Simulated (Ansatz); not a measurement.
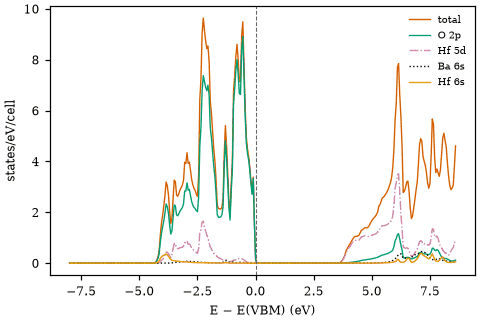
Total and projected density of states of BaHfO3 (cubic perovskite, space group No. 221), DFT-PBE in the program Ansatz with PAW potentials

Q: Which orbitals carry the states next to the gap?

A: Top 1 eV of the valence band: O 2p 94 %. Bottom 1 eV of the conduction band: Hf 5d 84 %, O 2p 6 %, outside the projected shells 10 %. Projections are on Löwdin-orthogonalised atomic valence shells; empty p or d shells of many metals are not among them.

Q: Where is the tallest occupied peak in this window, and what makes it?

A: Near -2.2 eV, about 9.6 states/eV per cell; the largest projected share is O 2p.

Space group Pm-3m (cubic perovskite). The PBE relaxation kept the symmetry of its start; phonons on a q-mesh show no instability. The run is not spin-polarised. Spin–orbit coupling is left out wherever it is not named.

Potentials: the later of the program's two PAW sets.
